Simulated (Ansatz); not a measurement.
**Single-point calculation, with input and output: C$_{2}$H$_{8}$O$_{2}$Si**

The run: single-point calculation of C$_{2}$H$_{8}$O$_{2}$Si, SMILES CC(O)[SiH2]O. Method and program: RKS PBE0-D4/def2-TZVPP (Ansatz 0.2.0).

The geometry comes from this level: PBE0-D4/def2-TZVP.

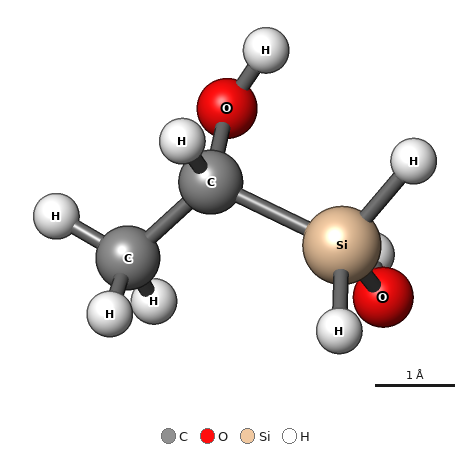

**Figure 1.** The structure (ball-and-stick view, seen at a tilt). Bond lengths as drawn: C–C 1.51 Å, C–H 1.09 to 1.10 Å, C–O 1.44 Å, C–Si 1.89 Å, H–O 0.96 Å, H–Si 1.48 to 1.49 Å and O–Si 1.65 Å.

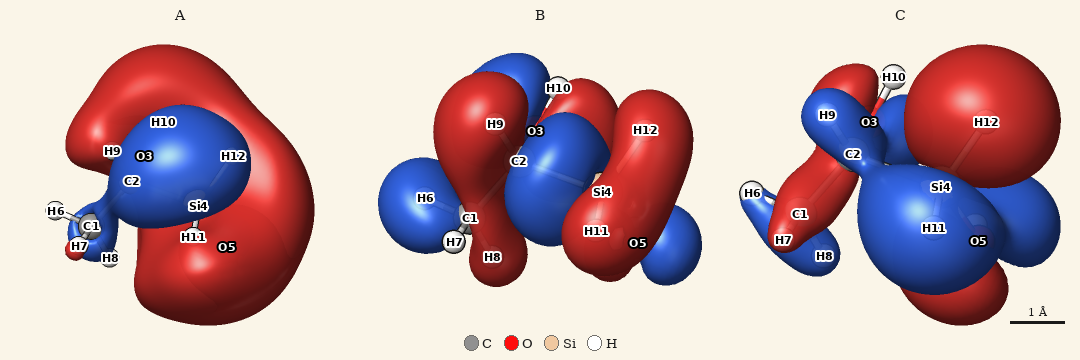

**Figure 2.** Three frontier orbitals at ±0.05 Å⁻³ᐟ² (blue and red are the two phases). C is the HOMO−1 (−8.74 eV). By Hirshfeld shares it lies mainly on O5 (35 %), Si4 (20 %), H12 (20 %) and H11 (10 %). B is the HOMO (−7.34 eV). It lies mainly on O3 (35 %), C2 (25 %) and Si4 (15 %). A is the LUMO (0.33 eV). Its weight (Hirshfeld) is mainly on Si4 (35 %), H13 (15 %), O5 (10 %) and H10 (10 %). The HOMO–LUMO gap is 7.67 eV between the orbital energies.

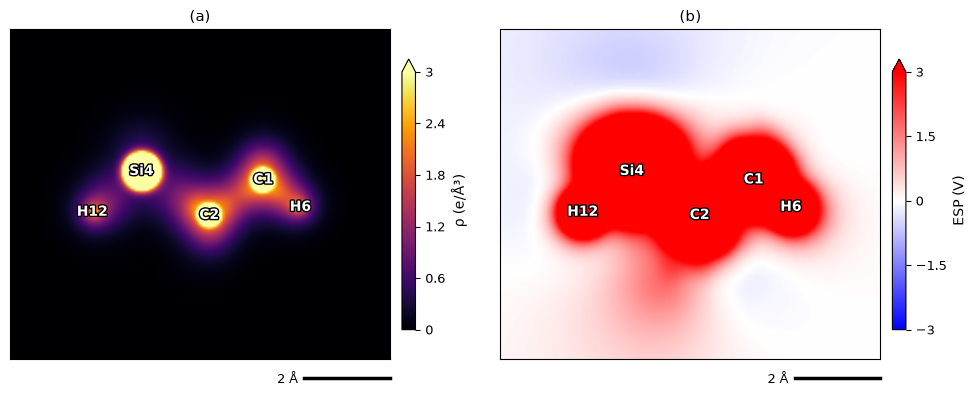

**Figure 3.** (a) electron density; (b) electrostatic potential on the plane of atoms C1, C2 and Si4. C–C (1.51 Å): ρ is about 1.7 e/Å³ halfway. C–Si (1.89 Å): ρ at the midpoint is about 0.99 e/Å³.

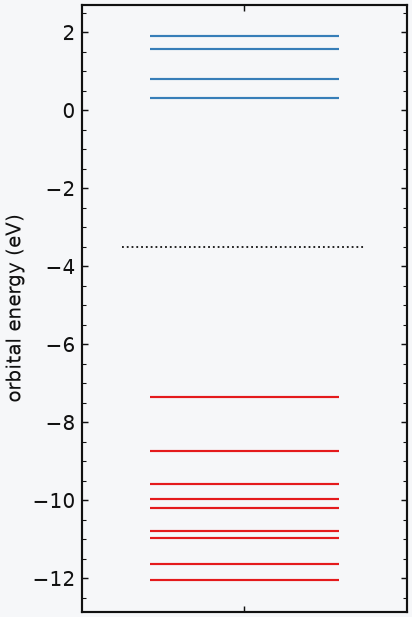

**Figure 4.** Orbital energies near the frontier; the dotted line parts filled from empty levels, and levels within 0.02 eV of each other stand side by side. Highest filled −7.34 eV, lowest empty 0.33 eV, 7.67 eV apart.

The input and output of the run follow.

The input
```yaml
crystal:
  periodic: [false, false, false]
  atoms:
    - {symbol: C, position_ang: [-0.989372, 0.568374, 1.101212]}
    - {symbol: C, position_ang: [0.243315, -0.182011, 0.647961]}
    - {symbol: O, position_ang: [1.327269, 0.767951, 0.605306]}
    - {symbol: Si, position_ang: [0.099538, -0.880692, -1.104401]}
    - {symbol: O, position_ang: [-0.122478, 0.371040, -2.152051]}
    - {symbol: H, position_ang: [-0.814806, 1.038937, 2.072049]}
    - {symbol: H, position_ang: [-1.839127, -0.112128, 1.192453]}
    - {symbol: H, position_ang: [-1.257591, 1.350747, 0.387332]}
    - {symbol: H, position_ang: [0.468120, -0.971901, 1.378559]}
    - {symbol: H, position_ang: [2.153917, 0.282786, 0.534937]}
    - {symbol: H, position_ang: [-1.046978, -1.804901, -1.294380]}
    - {symbol: H, position_ang: [1.376762, -1.603936, -1.385818]}
    - {symbol: H, position_ang: [0.421831, 1.140935, -1.968262]}
basis:
  gaussian: {orbitals: def2-TZVPP}
hamiltonian: {xc: pbe0, dispersion: d4}
output: {orbitals: {seedname: orbitals}}
```

Launch command:
```bash
ansatz run in.yaml --threads 4 --pin off --events-out ev --progress --plain --max-ram 10444MiB
```

Log
```
Functional definition: PBE0
  name "PBE0"
  cite "Adamo & Barone, J. Chem. Phys. 110, 6158 (1999) doi:10.1063/1.478522"
  cite "Perdew, Burke & Ernzerhof, Phys. Rev. Lett. 77, 3865 (1996) doi:10.1103/PhysRevLett.77.3865"
  parent pbe
  parameter a = 0.25
  parameter kappa = 0.804
  parameter beta = 0.06672455060314922
  exchange = (1 - a)*pbe_x(kappa = kappa, mu = beta*pi^2/3) + a*exact_x
  correlation = pbe_c(beta = beta)
1425 factors; their error is unknown
mean field evaluation 1: about -14159.1823 eV, gradient 7.6e1 eV
mean field evaluation 2: about -14147.1739 eV, gradient 1.1e2 eV
mean field evaluation 4: about -14169.7082 eV, gradient 5.1e0 eV
mean field evaluation 8: about -14169.7584 eV, gradient 9.2e-2 eV
mean field evaluation 16: about -14169.7745 eV, gradient 4.1e-5 eV
mean field -14169.77454657 eV, -520.7296099683 hartree, gradient 4.1e-5 eV, S^2 0.000000; 0 other end points of the search recorded, 0 dependent functions left out
reference -14169.77458031 eV, -520.7296112081 hartree; 25, 25 occupied and 253, 253 virtual orbitals, 1425 factors
Total energy: -14169.99178501 eV, -520.7375933339 hartree
```

Summary

```csv
quantity,value
outcome,converged
total energy,−14169.9918 eV
mean-field energy,−14169.7746 eV
dispersion energy,−0.2172 eV
SCF solution under orbital rotations,stable
HOMO,−7.34 eV
LUMO,0.33 eV
hardware,"4 threads of Arm Neoverse V1, 23 GiB of memory available, shared host"
wall time,3.3 s (CPU time 12 s)
peak memory,0.7 GiB
```
